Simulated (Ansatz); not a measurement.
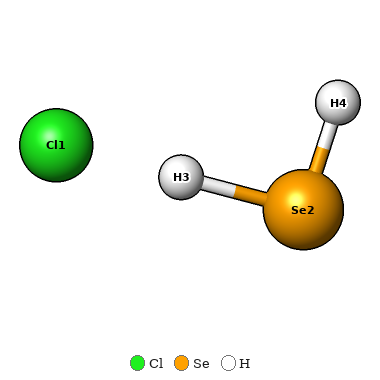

The system is the pair Cl···H₂Se, charge −1; the picture shows the reference structure. First axis: separation of H3 and Cl1 along their line in the relaxed pair. Second axis: sideways slip of Cl1. Nothing is relaxed (both partners rigid). The grid has 15 × 15 points. Points are written as (first, second). Energies: kJ/mol, counted from the lowest grid point. The calculation used Ansatz, RKS PBE0-D4/def2-TZVPD.

Its coordinates:

```xyz
4

Cl    0.9596   -0.6044   -1.8370
Se   -0.8221    0.7169    0.6996
H     0.0626    0.0589   -0.5516
H    -0.2000   -0.1715    1.6890
```

Range: separation of H3 and Cl1 along their line in the relaxed pair from 1.430 to 4.030 Å; sideways slip of Cl1 from −3.00 to 3.00 Å.

Q: What landscape does the calculation give?

A: The lowest grid point is at (1.731 Å, 0.00 Å). No other kind of well shows on this grid. The highest grid point, (4.030 Å, −3.00 Å), lies 96 kJ/mol above the lowest.

```tsv
second ↓, first →	1.430	1.494	1.600	1.731	1.880	2.045	2.224	2.415	2.617	2.830	3.053	3.285	3.525	3.773	4.030
3.00	74	75	76	77	79	80	82	84	86	87	89	90	92	93	94
2.57	67	67	69	70	72	74	77	79	82	84	86	88	90	91	93
2.14	57	58	59	61	63	66	69	73	76	80	83	85	88	90	92
1.71	45	45	46	48	51	55	60	65	70	74	78	82	85	88	90
1.29	30	29	30	32	36	42	49	56	62	69	74	79	83	86	89
0.86	18	15	14	16	21	28	37	47	55	63	70	76	81	84	88
0.43	19	11	4	4	9	18	29	40	50	59	67	74	79	83	87
0.00	24	12	2	0	5	14	25	37	48	58	66	73	79	83	87
−0.43	19	11	4	4	9	18	29	40	50	59	67	74	79	84	87
−0.86	18	15	14	16	21	29	38	47	56	64	71	76	81	85	88
−1.29	29	29	29	32	37	43	50	57	63	70	75	80	84	87	89
−1.71	45	45	47	49	52	57	61	66	71	76	80	83	86	89	91
−2.14	59	60	61	63	66	68	72	75	78	81	84	87	89	91	93
−2.57	71	71	72	74	76	78	80	82	84	86	88	90	92	93	94
−3.00	80	80	81	82	83	85	86	87	89	90	92	93	94	95	96
```

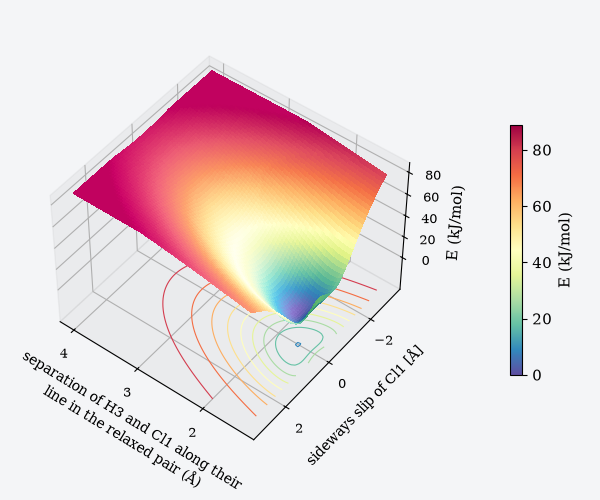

The picture shows a relief with its contours projected below, any walls above the top of the colour scale cut off. Between grid points the surface is interpolated.

Time for the 225 points that were run: 24 min on 1 thread of Arm Neoverse N1 (shared host).
